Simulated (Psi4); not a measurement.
**InNH3Cl (SMILES [NH2][InH][Cl]): BHLYP/def2-SVPD (core potential)**

What is the vertical ionisation energy of InNH3Cl at BHLYP/def2-SVPD (core potential)? The job is set up through a Python script.

The calculation is run with Psi4 1.11.

1 further run of the same task is left out (set aside as unsound or not needed).

## (1) Starting point

InNH3Cl has 6 atoms, charge 0, and is taken as a singlet. As SMILES, `[NH2][InH][Cl]`. The coordinates come from a PBE0-D4/def2-TZVP relaxation.

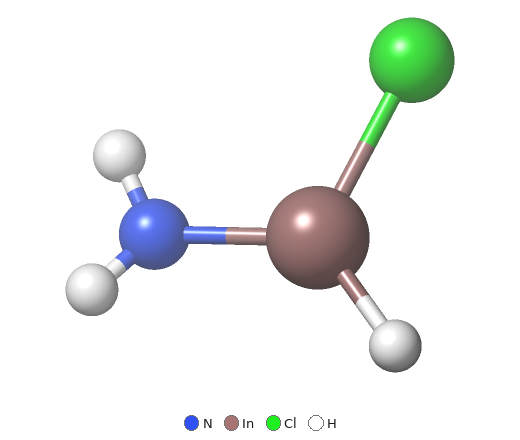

The structure, seen from a chosen angle (nitrogen blue, indium brown, chlorine green, hydrogen white).

## (2) The energy at BHLYP/def2-SVPD (core potential)

Contents of clh3inn.xyz:

```xyz
6
ClH3InN
N     -1.020800     0.188100    -0.504100
In     0.792100     0.148600     0.327900
Cl     0.990800    -1.771000     1.649200
H     -1.219400     0.761400    -1.308200
H     -1.558200    -0.664500    -0.526800
H      2.057500     1.273400     0.315800
```

Contents of calc.py:

```python
import psi4

psi4.set_memory('2200 MB')
psi4.set_num_threads(1)
psi4.set_output_file('run.log', False)

with open('clh3inn.xyz') as f:
    atoms = ''.join(f.readlines()[2:])
geom = psi4.geometry('0 1\n' + atoms + 'symmetry c1')

psi4.set_options({
    'basis': 'def2-SVPD',
    'puream': True,
    'e_convergence': 1e-09,
    'd_convergence': 1e-08,
    'scf_type': 'pk',
    'dft_radial_points': 99,
    'dft_spherical_points': 590,
})

e = psi4.energy("bhhlyp")
print('E =', round(e, 9))
```

The run is started by

```sh
$ python calc.py
```

run.log:

```text
[...]
    !!!  WARNING: ECP capability is in beta. Please check occupations closely.  !!!
[...]
  Running in c1 symmetry.
[...]
  Nuclear repulsion =  168.696243349093265
[...]
  Multiplicity = 1
[...]
  Nalpha       = 24
  Nbeta        = 24
[...]
    Number of basis functions: 103
[...]
   @RKS iter   1:  -706.34461912067468   -9.79810e-01   7.76027e-03 ADIIS/DIIS
[...]
   @RKS iter  11:  -706.64599776272314   -3.97904e-11   9.71825e-09 DIIS
[...]
    Orbital Energies [Eh]
    ---------------------
    Doubly Occupied:
       1A   -102.743873     2A    -14.798242     3A     -9.855472
       4A     -7.510996     5A     -7.507413     6A     -7.506925
       7A     -4.979436     8A     -3.331566     9A     -3.325844
      10A     -3.321907    11A     -0.960290    12A     -0.930390
      13A     -0.903074    14A     -0.902736    15A     -0.899098
      16A     -0.881527    17A     -0.858448    18A     -0.554167
      19A     -0.513115    20A     -0.417863    21A     -0.387980
      22A     -0.369104    23A     -0.357148    24A     -0.325600
[...]
  @RKS Final Energy:  -706.64599776272314
   => Energetics <=
    Nuclear Repulsion Energy =            168.6962433490932654
    One-Electron Energy =               -1382.8697693637968769
    Two-Electron Energy =                 534.9404221452259662
    DFT Exchange-Correlation Energy =     -27.4128938932454780
    Empirical Dispersion Energy =           0.0000000000000000
    VV10 Nonlocal Energy =                  0.0000000000000000
    Total Energy =                       -706.6459977627231410
[...]
 Multipole Moments:
 ------------------------------------------------------------------------------------
     Multipole            Electronic (a.u.)      Nuclear  (a.u.)        Total (a.u.)
 ------------------------------------------------------------------------------------
 L = 1.  Multiply by 2.5417464519 to convert [e a0] to [Debye]
 Dipole X            :         11.6571901          -11.7325688           -0.0753787
 Dipole Y            :         24.5745870          -23.7233162            0.8512708
 Dipole Z            :        -10.2417807            9.3032015           -0.9385792
 Magnitude           :                                                    1.2693600
[...]
```

Standard output:

```text
E = -706.645997763
```

Wall time 20 s (1 thread of Intel Xeon Platinum 8259CL at 2.50GHz (Skylake/Cascade Lake), shared host); peak memory 0.86 GiB.

## (3) The doublet cation: energy and gradient at UBHLYP/def2-SVPD (core potential)

clh3inn.xyz is that of step 2.

Contents of job.py:

```python
import psi4

psi4.set_memory('2200 MB')
psi4.set_num_threads(1)
psi4.set_output_file('output.dat', False)

with open('clh3inn.xyz') as f:
    atoms = ''.join(f.readlines()[2:])
geom = psi4.geometry('1 2\n' + atoms + 'symmetry c1\nno_reorient\nno_com')

psi4.set_options({
    'basis': 'def2-SVPD',
    'reference': 'uks',
    'puream': True,
    'e_convergence': 1e-09,
    'd_convergence': 1e-08,
    'scf_type': 'pk',
    'dft_radial_points': 99,
    'dft_spherical_points': 590,
    'maxiter': 100,
})

result, w = psi4.gradient('bhhlyp', return_wfn=True)
psi4.oeprop(w, 'WIBERG_LOWDIN_INDICES', 'QUADRUPOLE', 'MULLIKEN_CHARGES')
print('gradient / Eh bohr^-1')
print(result.np.round(6))
print(f'energy = {w.energy():.10f} Eh')
```

The run is started by

```sh
$ python job.py
```

output.dat, cut to the lines that bear on the results:

```text
[...]
  Running in c1 symmetry.
[...]
  Nuclear repulsion =  168.696243349093237
[...]
  Multiplicity = 2
[...]
  Nalpha       = 24
  Nbeta        = 23
[...]
    Number of basis functions: 103
[...]
   @UKS iter   1:  -705.96162240398871   -6.05585e-01   7.46085e-03 ADIIS/DIIS
[...]
   @UKS iter  32:  -706.29419162974182   -8.64020e-12   3.90664e-09 DIIS
[...]
   @S^2 Observed:                7.559979526E-01
[...]
  @UKS Final Energy:  -706.29419162974182
   => Energetics <=
    Nuclear Repulsion Energy =            168.6962433490932369
    One-Electron Energy =               -1371.9784818158350390
    Two-Electron Energy =                 524.2452842148570653
    DFT Exchange-Correlation Energy =     -27.2572373778570665
    Empirical Dispersion Energy =           0.0000000000000000
    VV10 Nonlocal Energy =                  0.0000000000000000
    Total Energy =                       -706.2941916297418175
[...]
  -Total Gradient:
     Atom            X                  Y                   Z
    ------   -----------------  -----------------  -----------------
       1        0.035673862667     0.008293835905     0.031440804295
       2       -0.075709119247    -0.000147872270    -0.047789121447
       3        0.007033075110    -0.003305279264     0.007471701211
       4        0.011605698462    -0.010215670110     0.006226304096
       5        0.015718315197     0.006374414557    -0.003252425590
       6        0.005669555881    -0.000992987511     0.005912943524
[...]
 Multipole Moments:
 ------------------------------------------------------------------------------------
     Multipole            Electronic (a.u.)      Nuclear  (a.u.)        Total (a.u.)
 ------------------------------------------------------------------------------------
 L = 1.  Multiply by 2.5417464519 to convert [e a0] to [Debye]
[...]
  Mulliken Charges: (a.u.)
   Center  Symbol    Alpha    Beta     Spin     Total
       1     N     3.85717  2.81451  1.04265  0.32832
       2    IN    10.00885 10.02927 -0.02042  0.96188
       3    CL     8.76461  8.72637  0.03824 -0.49098
       4     H     0.46357  0.49195 -0.02838  0.04448
       5     H     0.45332  0.48482 -0.03151  0.06186
       6     H     0.45249  0.45307 -0.00059  0.09444
   Total alpha = 24.00000, Total beta = 23.00000, Total charge =  1.00000
  Wiberg Bond Indices using Orthogonal Lowdin Orbitals:
[...]
```

The script printed:

```text
gradient / Eh bohr^-1
[[ 0.035674  0.008294  0.031441]
 [-0.075709 -0.000148 -0.047789]
 [ 0.007033 -0.003305  0.007472]
 [ 0.011606 -0.010216  0.006226]
 [ 0.015718  0.006374 -0.003252]
 [ 0.00567  -0.000993  0.005913]]
energy = -706.2941916297 Eh
```

Wall time 80 s (1 thread of Intel Xeon Platinum 8259CL at 2.50GHz (Skylake/Cascade Lake), shared host); peak memory 0.86 GiB.

## (4) Summary of results

At BHLYP/def2-SVPD (core potential):

| quantity | value |
| --- | --- |
| singlet InNH3Cl: total energy | -706.64600 Eh |
| singlet InNH3Cl: dipole moment | 3.23 D |
| singlet InNH3Cl: HOMO energy | -8.86 eV |
| singlet InNH3Cl: LUMO energy | -0.67 eV |
| singlet InNH3Cl: HOMO–LUMO gap | 8.19 eV |
| doublet cation: total energy | -706.29419 Eh |
| doublet cation: HOMO energy (highest over α and β) | -14.46 eV |
| doublet cation: LUMO energy (lowest over α and β) | -10.54 eV |
| doublet cation: ⟨S²⟩ | 0.756 |
| doublet cation: largest force on an atom | 4.604 eV/Å |
| vertical ionisation energy (to the doublet cation) | 9.573 eV |

What this shows: Removing an electron at fixed nuclei costs 9.57 eV (924 kJ/mol). The negative HOMO energy of the first species, 8.86 eV, lies 0.71 eV below that difference. Mulliken charges (doublet cation) run from -0.49 on Cl3 to +0.96 on In2; in a basis this large or diffuse they mean little.
